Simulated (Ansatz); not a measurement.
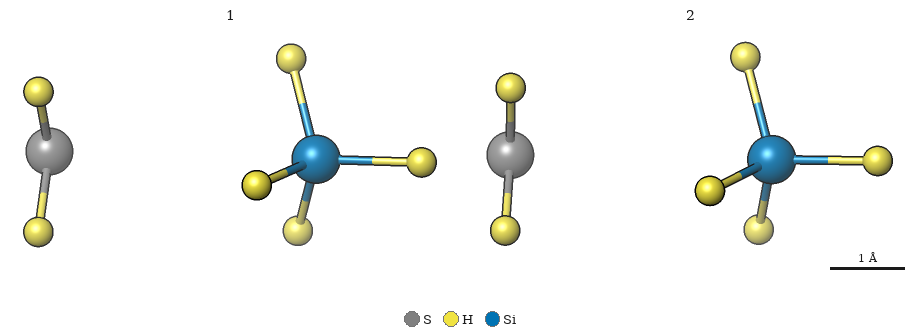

Two geometries of SiH6S, drawn at one scale. One is the start of a relaxation, the other its converged end. A ball-and-stick model, seen face on.

The calculation used RKS PBE0-D4/def2-TZVP (Ansatz). Settings: force threshold 0.005 eV/Å; at most 200 steps.

### Which of the two is the end point?

Structure 1 is the relaxed one. The energy falls by 2.44 kJ/mol in 15 accepted moves (18 points after the start). The largest force component goes from 0.67 to 0.00069 eV/Å. The line search rejected the trial steps at points 10, 12, 14 of the run. The forces were under the threshold at step 7, but the run went on from there. The largest move after the best rigid fit is that of an H atom, 0.18 Å. Largest moves by element: H 0.18 Å, Si 0.06 Å, S 0.05 Å. Among the contacts that change: H–Si 1.508 → 1.488 Å, H–S 1.361 → 1.341 Å. The run took 44 s on 2 threads of Arm Neoverse N1, on a shared host.

Limits of the set-up: the start holds two separate molecules, 3.1 Å apart at their closest, whose relative position is a soft coordinate.
